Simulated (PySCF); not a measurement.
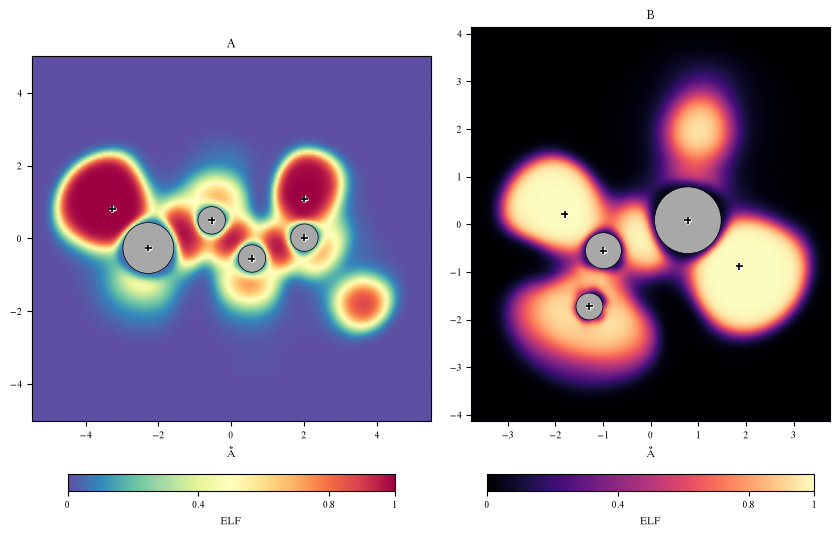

The ELF of 2 systems, each on a plane through atoms (crosses mark nuclei in the plane; grey discs cover the cores).

These are results of CAM-B3LYP/def2-SVPD, SCF density, gas phase (PySCF 2.14.0), not measurements.

System 1: C₄H₁₁FSi₂, the plane of atoms C4, C5 and C6. Geometry: GFN2-xTB.

```yaml
atoms:
  - { symbol: F, position_ang: [-0.6026, -1.8690, 1.5153] }
  - { symbol: Si, position_ang: [-0.7566, -0.2568, 1.4723] }
  - { symbol: C, position_ang: [-2.3070, 0.3148, 0.5257] }
  - { symbol: C, position_ang: [-1.4473, 0.7410, -0.6878] }
  - { symbol: C, position_ang: [-0.0226, 0.5341, -0.1064] }
  - { symbol: C, position_ang: [0.9107, -0.3014, -0.9758] }
  - { symbol: Si, position_ang: [2.6333, -0.5275, -0.2100] }
  - { symbol: H, position_ang: [-0.4195, 0.1463, 2.8236] }
  - { symbol: H, position_ang: [-2.8408, 1.1518, 0.9697] }
  - { symbol: H, position_ang: [-3.0455, -0.4470, 0.2861] }
  - { symbol: H, position_ang: [-1.6345, 1.7663, -1.0038] }
  - { symbol: H, position_ang: [-1.6173, 0.0871, -1.5423] }
  - { symbol: H, position_ang: [0.4510, 1.5014, 0.0789] }
  - { symbol: H, position_ang: [0.4577, -1.2800, -1.1491] }
  - { symbol: H, position_ang: [1.0030, 0.1753, -1.9566] }
  - { symbol: H, position_ang: [3.4662, -1.3098, -1.1261] }
  - { symbol: H, position_ang: [3.2459, 0.7900, -0.0050] }
  - { symbol: H, position_ang: [2.5171, -1.2103, 1.0796] }
```

System 2: C₃H₆OSi (SMILES O=C[SiH]1CC1), the plane of atoms O1, C2 and Si3. Geometry: GFN2-xTB.

```xyz
11

O     2.9703   -0.3777    0.8201
C     1.9901   -0.2352    0.1284
Si    0.2425   -0.0520    0.8090
C    -1.1262   -0.6228   -0.3702
C    -0.9495    0.8883   -0.3247
H     2.1029   -0.2104   -0.9770
H     0.0534   -0.0767    2.2453
H    -2.0429   -1.0051    0.0528
H    -0.8837   -1.1092   -1.3040
H    -0.5932    1.3586   -1.2299
H    -1.7583    1.4449    0.1241
```

Q: Which map belongs to which system?

A: Panel A is system 1, C₄H₁₁FSi₂: the plane holds C, Si and H. C–C (1.52 Å): the ELF peaks at about 0.95 between the atoms (a shared electron pair). Panel B is system 2, C₃H₆OSi: the plane holds O, C, Si and H. C–O (1.21 Å): the ELF peaks at about 0.85 between the atoms (a short, multiple covalent bond).
